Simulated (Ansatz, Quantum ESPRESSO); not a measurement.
# TbS (Fm-3m): phonons and their coupling to the electrons

How strong is the electron-phonon coupling in TbS (Fm-3m)?

Program: Quantum ESPRESSO 7.5. Level of theory: DFT PBEsol, scalar-relativistic, plane waves, PseudoDojo norm-conserving, 4f in core pseudopotentials. Results are calculated unless marked as measured.

## Step 1: The structure

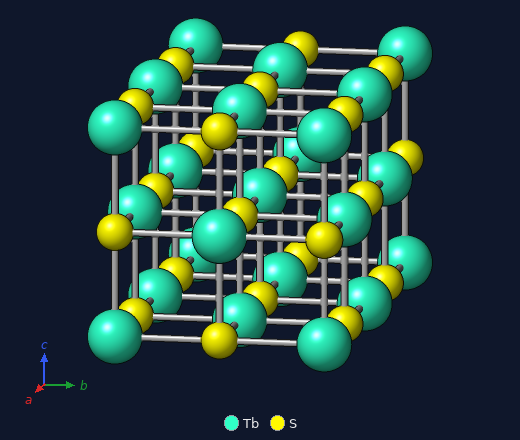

The starting structure, seen slightly off an axis (terbium teal, sulfur yellow). 2×1×1 cells are drawn. This picture shows the conventional cell, with its axes. Some periodic images of atoms are drawn too.

Coordinates:

```cif
data_structure
_symmetry_space_group_name_H-M 'Fm-3m'
_symmetry_Int_Tables_number 225
_cell_length_a 5.5160
_cell_length_b 5.5160
_cell_length_c 5.5160
_cell_angle_alpha 90.000
_cell_angle_beta 90.000
_cell_angle_gamma 90.000
_cell_volume 167.83
loop_
_atom_site_label
_atom_site_type_symbol
_atom_site_symmetry_multiplicity
_atom_site_Wyckoff_symbol
_atom_site_fract_x
_atom_site_fract_y
_atom_site_fract_z
_atom_site_occupancy
Tb1 Tb 4 a 0.00000 0.00000 0.00000 1
S1 S 4 b 0.00000 0.50000 0.00000 1
```

## Step 2: A probe with smearing

A cheap run with smearing and empty bands tells whether the crystal has a gap, which decides between fixed occupations and smearing later on.

File probe.in:

```
&CONTROL
  calculation = 'scf'
  prefix      = 'x'
  outdir      = './tmp'
  pseudo_dir  = './pseudo'
  tprnfor     = .true.
  tstress     = .true.
  verbosity   = 'high'
/
&SYSTEM
  ibrav       = 0
  nat         = 2
  ntyp        = 2
  ecutwfc     = 42.0
  input_dft   = 'pbesol'
  occupations = 'smearing'
  smearing    = 'gaussian'
  degauss     = 0.01
/
&ELECTRONS
  conv_thr         = 1.0d-07
  mixing_beta      = 0.7
  electron_maxstep = 100
/
ATOMIC_SPECIES
 Tb    158.9254  Tb.upf
 S      32.0600  S.upf
CELL_PARAMETERS angstrom
    -2.758000000    0.000000000    2.758000000
     0.000000000    2.758000000    2.758000000
    -2.758000000    2.758000000    0.000000000
ATOMIC_POSITIONS crystal
 Tb     0.000000000   0.000000000   0.000000000
 S      0.500000000   0.500000000   0.500000000
K_POINTS automatic
 6 6 6 0 0 0
```

Command:

```console
OMP_NUM_THREADS=1 mpirun -n 4 pw.x -nk 4 -in probe.in > probe.out
```

What it wrote:

```text
[banners, grids, parts of the stress and lines that vanish by symmetry left out]
Program PWSCF v.7.5
     IMPORTANT: XC functional enforced from input :
     Exchange-correlation= PBESOL
                           (   1   4  10   8   0   0   0)
[...]
kinetic-energy cutoff     =      42.0000  Ry
     charge density cutoff     =     168.0000  Ry
     scf convergence threshold =      1.0E-07
[...]
Exchange-correlation= PBESOL
                           (   1   4  10   8   0   0   0)
[...]
48 Sym. Ops., with inversion, found
[...]
(     0          1          0      )
                  (     0          0          1      )
[...]
(  0.0000000  1.0000000  0.0000000 )
                  ( -0.0000000 -0.0000000  1.0000000 )
[...]
(     1          0         -1      )
[...]
( -0.0000000 -1.0000000 -0.0000000 )
[...]
(     0          1         -1      )
                  (     0          1          0      )
[...]
( -1.0000000  0.0000000  0.0000000 )
                  (  0.0000000  1.0000000 -0.0000000 )
[...]
number of k points=    16  Gaussian smearing, width (Ry)=  0.0100
[...]
End of self-consistent calculation
[...]
the Fermi energy is    12.7110 ev
!    total energy              =    -107.44942624 Ry
[...]
convergence has been achieved in   7 iterations
[...]
atom    1 type  1   force =    -0.00000000   -0.00000000   -0.00000000
     atom    2 type  2   force =    -0.00000000    0.00000000    0.00000000
[...]
Total force =     0.000000     Total SCF correction =     0.000000
[...]
total   stress  (Ry/bohr**3)                   (kbar)     P=      -31.30
[...]
XML data file, charge density, pseudopotentials, collected wavefunctions

   JOB DONE.
```

The job ended after 2.4 s (4 MPI ranks of Intel Xeon 6975P-C (Granite Rapids), shared host; 8.3 s of CPU time).

Read from the output:

- volume per atom: 20.98 Å³
- pressure: -3.130 GPa
- gap on the k-mesh: 0 eV

No gap opens on this mesh, so smearing is kept; the start stands at -3.1 GPa.

## Step 3: Relaxing the cell and atoms

The harmonic expansion starts where the forces on the atoms vanish, and stress shifts the frequencies, so cell and atoms are relaxed with tight thresholds.

File relax.in:

```
&CONTROL
  calculation   = 'vc-relax'
  prefix        = 'x'
  outdir        = './tmp'
  pseudo_dir    = './pseudo'
  tprnfor       = .true.
  tstress       = .true.
  forc_conv_thr = 2.0d-05
  etot_conv_thr = 1.0d-07
  nstep         = 40
/
&SYSTEM
  ibrav       = 0
  nat         = 2
  ntyp        = 2
  ecutwfc     = 42.0
  input_dft   = 'pbesol'
  occupations = 'smearing'
  smearing    = 'mv'
  degauss     = 0.02
/
&ELECTRONS
  conv_thr         = 1.0d-11
  mixing_beta      = 0.7
  electron_maxstep = 100
/
&IONS
/
&CELL
  press_conv_thr = 0.1
/
ATOMIC_SPECIES
 Tb    158.9254  Tb.upf
 S      32.0600  S.upf
CELL_PARAMETERS angstrom
    -2.758000000    0.000000000    2.758000000
     0.000000000    2.758000000    2.758000000
    -2.758000000    2.758000000    0.000000000
ATOMIC_POSITIONS crystal
 Tb     0.000000000   0.000000000   0.000000000
 S      0.500000000   0.500000000   0.500000000
K_POINTS automatic
 10 10 10 0 0 0
```

Command:

```console
OMP_NUM_THREADS=1 mpirun -n 4 pw.x -nk 4 -in relax.in > relax.out
```

What it wrote:

```text
[banners, grids, parts of the stress and lines that vanish by symmetry left out]
[banner, memory and clock lines left out]
Program PWSCF v.7.5

[...]
Exchange-correlation= PBESOL
                           (   1   4  10   8   0   0   0)
[...]
kinetic-energy cutoff     =      42.0000  Ry
     charge density cutoff     =     168.0000  Ry
     scf convergence threshold =      1.0E-11
[...]
energy convergence thresh.=      1.0E-07
     force convergence thresh. =      2.0E-05
     press convergence thresh. =      1.0E-01
     Exchange-correlation= PBESOL
                           (   1   4  10   8   0   0   0)
[...]
48 Sym. Ops., with inversion, found
[...]
number of k points=    47  Marzari-Vanderbilt smearing, width (Ry)=  0.0200
[...]
End of self-consistent calculation
[...]
the Fermi energy is    12.6577 ev
!    total energy              =    -107.44702733 Ry
[...]
convergence has been achieved in  11 iterations
[...]
atom    1 type  1   force =     0.00000000    0.00000000    0.00000000
     atom    2 type  2   force =    -0.00000000    0.00000000   -0.00000000
     Total force =     0.000000     Total SCF correction =     0.000000
[...]
total   stress  (Ry/bohr**3)                   (kbar)     P=      -30.53
[...]
number of bfgs steps    =   0
[...]
CELL_PARAMETERS (angstrom)
[...]
ATOMIC_POSITIONS (crystal)
Tb              -0.0000000000        0.0000000000       -0.0000000000
S                0.5000000000        0.5000000000        0.5000000000
[...]
New effective cutoffs (rho, wfc):  168.88   42.43
[...]
End of self-consistent calculation
[...]
the Fermi energy is    12.8655 ev
!    total energy              =    -107.44770315 Ry
[...]
convergence has been achieved in   6 iterations
[...]
atom    1 type  1   force =     0.00000000    0.00000000    0.00000000
     atom    2 type  2   force =    -0.00000000   -0.00000000    0.00000000
     Total force =     0.000000     Total SCF correction =     0.000000
[...]
total   stress  (Ry/bohr**3)                   (kbar)     P=      -14.60
[...]
number of bfgs steps    =   1
[...]
CELL_PARAMETERS (angstrom)
[...]
ATOMIC_POSITIONS (crystal)
Tb              -0.0000000000        0.0000000000       -0.0000000000
S                0.5000000000        0.5000000000        0.5000000000
[...]
New effective cutoffs (rho, wfc):  170.48   42.83
[...]
End of self-consistent calculation
[...]
the Fermi energy is    13.0550 ev
!    total energy              =    -107.44788990 Ry
[...]
convergence has been achieved in   7 iterations
[...]
atom    1 type  1   force =    -0.00000000   -0.00000000    0.00000000
     atom    2 type  2   force =     0.00000000    0.00000000    0.00000000
     Total force =     0.000000     Total SCF correction =     0.000000
[...]
total   stress  (Ry/bohr**3)                   (kbar)     P=        0.69
[...]
number of bfgs steps    =   2
[...]
CELL_PARAMETERS (angstrom)
[...]
ATOMIC_POSITIONS (crystal)
[...]
New effective cutoffs (rho, wfc):  170.41   42.81
[...]
End of self-consistent calculation
[...]
the Fermi energy is    13.0466 ev
!    total energy              =    -107.44789029 Ry
[...]
convergence has been achieved in   5 iterations
[...]
atom    1 type  1   force =     0.00000000   -0.00000000    0.00000000
     atom    2 type  2   force =    -0.00000000    0.00000000   -0.00000000
     Total force =     0.000000     Total SCF correction =     0.000000
[...]
total   stress  (Ry/bohr**3)                   (kbar)     P=       -0.01
[...]
number of bfgs steps    =   3
[...]
small trust_radius: resetting bfgs history
[...]
CELL_PARAMETERS (angstrom)
[...]
ATOMIC_POSITIONS (crystal)
[...]
New effective cutoffs (rho, wfc):  170.41   42.81
[...]
End of self-consistent calculation
[...]
the Fermi energy is    13.0467 ev
!    total energy              =    -107.44789029 Ry
[...]
convergence has been achieved in   3 iterations
[...]
atom    1 type  1   force =    -0.00000000    0.00000000    0.00000000
     atom    2 type  2   force =     0.00000000   -0.00000000   -0.00000000
     Total force =     0.000000     Total SCF correction =     0.000000
[...]
total   stress  (Ry/bohr**3)                   (kbar)     P=       -0.01
[...]
bfgs converged in   5 scf cycles and   4 bfgs steps
[...]
End of BFGS Geometry Optimization
     Final enthalpy           =    -107.4478902905 Ry
     File ./tmp/x.bfgs deleted, as requested
[...]
CELL_PARAMETERS (angstrom)
[...]
ATOMIC_POSITIONS (crystal)
Tb               0.0000000000       -0.0000000000       -0.0000000000
S                0.5000000000        0.5000000000        0.5000000000
[...]
Final scf calculation at the relaxed structure.
[...]
kinetic-energy cutoff     =      42.0000  Ry
     charge density cutoff     =     168.0000  Ry
     scf convergence threshold =      1.0E-13
[...]
press convergence thresh. =      1.0E-01
     Exchange-correlation= PBESOL
                           (   1   4  10   8   0   0   0)
[...]
48 Sym. Ops., with inversion, found
[...]
number of k points=    47  Marzari-Vanderbilt smearing, width (Ry)=  0.0200
[...]
c_bands:  1 eigenvalues not converged
     c_bands:  1 eigenvalues not converged
     c_bands:  1 eigenvalues not converged
     c_bands:  2 eigenvalues not converged
[...]
End of self-consistent calculation
[...]
the Fermi energy is    13.0467 ev
!    total energy              =    -107.44761649 Ry
[...]
convergence has been achieved in  11 iterations
[...]
atom    1 type  1   force =     0.00000000    0.00000000    0.00000000
     atom    2 type  2   force =     0.00000000   -0.00000000    0.00000000
     Total force =     0.000000     Total SCF correction =     0.000000
[...]
total   stress  (Ry/bohr**3)                   (kbar)     P=       -1.29
[...]
XML data file, charge density, pseudopotentials, collected wavefunctions
```

Elapsed: 12 s, on 4 MPI ranks.

Step by step:

| step | energy less that of the first step (eV) | largest force (eV/Å) | pressure (GPa) | volume (Å³) |
| --- | --- | --- | --- | --- |
| 1 | 0.0000 | 0.0000 | -3.05 | 41.96 |
| 2 | -0.0092 | 0.0000 | -1.46 | 41.31 |
| 3 | -0.0117 | 0.0000 | 0.07 | 40.73 |
| 4 | -0.0117 | 0.0000 | 0.00 | 40.76 |
| 5 | -0.0117 | 0.0000 | 0.00 | 40.76 |
| 6 | -0.0080 | 0.0000 | -0.13 | 40.76 |

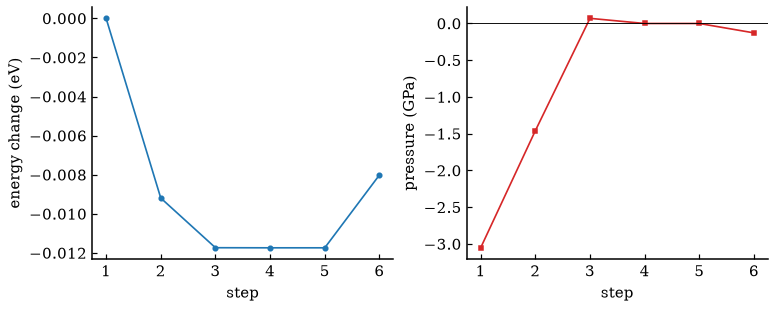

Energy and pressure along the relaxation.

| conventional cell, symmetrised | before | after | change |
| --- | --- | --- | --- |
| a (Å) | 5.516 | 5.463 | -1.0 % |
| b (Å) | 5.516 | 5.463 | -1.0 % |
| c (Å) | 5.516 | 5.463 | -1.0 % |
| volume (Å³/atom) | 20.98 | 20.38 | -2.9 % |

The relaxed structure:

```
Tb S
1.0
    -2.73140    0.00000    2.73140
     0.00000    2.73140    2.73140
    -2.73140    2.73140    0.00000
Tb S
1 1
Cartesian
  0.0000 0.0000 0.0000
  -2.7314 2.7314 2.7314
```

The last row of the table of steps is pw.x's closing run on a basis chosen anew for the final cell, so its energy can jump.

This step gave:

* volume per atom: 20.38 Å³
* pressure: -0.129 GPa

The volume changes by -2.9 % from the cell with which this run began.

## Step 4: Ground state

The response is built on this ground state, so it is converged far tighter than an energy would need. Smearing stays on, as the first look found no gap above 0.3 eV.

File scf.in:

```
&CONTROL
  calculation = 'scf'
  prefix      = 'x'
  outdir      = './tmp'
  pseudo_dir  = './pseudo'
  tprnfor     = .true.
  tstress     = .true.
/
&SYSTEM
  ibrav       = 0
  nat         = 2
  ntyp        = 2
  ecutwfc     = 42.0
  input_dft   = 'pbesol'
  occupations = 'smearing'
  smearing    = 'mv'
  degauss     = 0.02
/
&ELECTRONS
  conv_thr         = 1.0d-12
  mixing_beta      = 0.7
  electron_maxstep = 100
/
ATOMIC_SPECIES
 Tb    158.9254  Tb.upf
 S      32.0600  S.upf
CELL_PARAMETERS angstrom
    -2.731401651    0.000000000    2.731401651
     0.000000000    2.731401651    2.731401651
    -2.731401651    2.731401651    0.000000000
ATOMIC_POSITIONS crystal
 Tb     0.000000000   0.000000000   0.000000000
 S      0.500000000   0.500000000   0.500000000
K_POINTS automatic
 12 12 12 0 0 0
```

Command:

```console
OMP_NUM_THREADS=1 mpirun -n 4 pw.x -nk 4 -in scf.in > scf.out
```

What it wrote:

```text
[banners, grids, parts of the stress and lines that vanish by symmetry left out]
[banner, memory and clock lines left out]
Program PWSCF v.7.5

[...]
Exchange-correlation= PBESOL
                           (   1   4  10   8   0   0   0)
[...]
kinetic-energy cutoff     =      42.0000  Ry
     charge density cutoff     =     168.0000  Ry
     scf convergence threshold =      1.0E-12
[...]
Exchange-correlation= PBESOL
                           (   1   4  10   8   0   0   0)
[...]
48 Sym. Ops., with inversion, found
[...]
number of k points=    72  Marzari-Vanderbilt smearing, width (Ry)=  0.0200
[...]
End of self-consistent calculation
[...]
the Fermi energy is    12.9888 ev
!    total energy              =    -107.44805525 Ry
[...]
convergence has been achieved in  12 iterations
[...]
atom    1 type  1   force =     0.00000000    0.00000000    0.00000000
     atom    2 type  2   force =     0.00000000    0.00000000    0.00000000
     Total force =     0.000000     Total SCF correction =     0.000000
[...]
total   stress  (Ry/bohr**3)                   (kbar)     P=       -1.89
[...]
XML data file, charge density, pseudopotentials, collected wavefunctions
```

The job ended after 6.2 s (4 MPI ranks; 24 s of CPU time).

Numbers from this step:

- pressure: -0.1890 GPa

The cell stands at -0.19 GPa, close enough for phonons.

## Step 5: Levels on a dense mesh

The coupling is a sum over pairs of states at the Fermi level and needs a much denser mesh than the density does.

scf_fit.in, as its differences from scf.in of step 4:

```diff
@@ -17,5 +17,6 @@
   degauss     = 0.02
+  la2F        = .true.
 /
 &ELECTRONS
-  conv_thr         = 1.0d-12
+  conv_thr         = 1.0d-10
   mixing_beta      = 0.7
@@ -34,2 +35,2 @@
 K_POINTS automatic
- 12 12 12 0 0 0
+ 24 24 24 0 0 0
```

Command:

```console
OMP_NUM_THREADS=1 mpirun -n 4 pw.x -nk 4 -in scf_fit.in > scf_fit.out
```

What it wrote:

```text
[banners, grids, parts of the stress and lines that vanish by symmetry left out]
[banner, memory and clock lines left out]
Program PWSCF v.7.5

[...]
Exchange-correlation= PBESOL
                           (   1   4  10   8   0   0   0)
[...]
kinetic-energy cutoff     =      42.0000  Ry
     charge density cutoff     =     168.0000  Ry
     scf convergence threshold =      1.0E-10
[...]
Exchange-correlation= PBESOL
                           (   1   4  10   8   0   0   0)
[...]
48 Sym. Ops., with inversion, found
[...]
number of k points=   413  Marzari-Vanderbilt smearing, width (Ry)=  0.0200
[...]
End of self-consistent calculation
[...]
the Fermi energy is    13.0048 ev
!    total energy              =    -107.44783418 Ry
[...]
convergence has been achieved in  10 iterations
[...]
atom    1 type  1   force =     0.00000000    0.00000000   -0.00000000
     atom    2 type  2   force =     0.00000000    0.00000000   -0.00000000
     Total force =     0.000000     Total SCF correction =     0.000000
[...]
total   stress  (Ry/bohr**3)                   (kbar)     P=       -1.56
[...]
XML data file, charge density, pseudopotentials, collected wavefunctions
```

Run time: 21 s. Hardware: 4 MPI ranks; 83 s of CPU time.

This step gave:

```yaml
pressure: -0.156 GPa
```

## Step 6: Self-consistent run for the response

The run on the dense mesh left its levels for the electron-phonon sums; ph.x needs the ground state on the coarse mesh, so pw.x runs once more in the same folder.

scf.in is that of step 4.

Command:

```console
OMP_NUM_THREADS=1 mpirun -n 4 pw.x -nk 4 -in scf.in > scf.out
```

What it wrote:

```text
[banners, grids, parts of the stress and lines that vanish by symmetry left out]
[banner, memory and clock lines left out]
Program PWSCF v.7.5

[...]
Exchange-correlation= PBESOL
                           (   1   4  10   8   0   0   0)
[...]
kinetic-energy cutoff     =      42.0000  Ry
     charge density cutoff     =     168.0000  Ry
     scf convergence threshold =      1.0E-12
[...]
Exchange-correlation= PBESOL
                           (   1   4  10   8   0   0   0)
[...]
48 Sym. Ops., with inversion, found
[...]
number of k points=    72  Marzari-Vanderbilt smearing, width (Ry)=  0.0200
[...]
End of self-consistent calculation
[...]
the Fermi energy is    12.9888 ev
!    total energy              =    -107.44805525 Ry
[...]
convergence has been achieved in  12 iterations
[...]
atom    1 type  1   force =    -0.00000000    0.00000000   -0.00000000
     atom    2 type  2   force =     0.00000000   -0.00000000    0.00000000
     Total force =     0.000000     Total SCF correction =     0.000000
[...]
total   stress  (Ry/bohr**3)                   (kbar)     P=       -1.89
[...]
XML data file, charge density, pseudopotentials, collected wavefunctions
```

Elapsed: 4.8 s, on 4 MPI ranks; 18 s of CPU time.

Numbers from this step:

| Property | Result |
| --- | --- |
| pressure | -0.1890 GPa |

[end of part 1 of 4]

[Host names and launcher messages were left out of these logs when they were recorded.]

[Logs are printed without paths, hosts, clocks, repeated set-up lines and the standing remarks that a program may print on its own settings, such as how far it seeks lower states.]

[Hosts, paths, dates, database ids (printed as entryN), source tags and the programs' standing remarks are cut or masked in the printed files.]
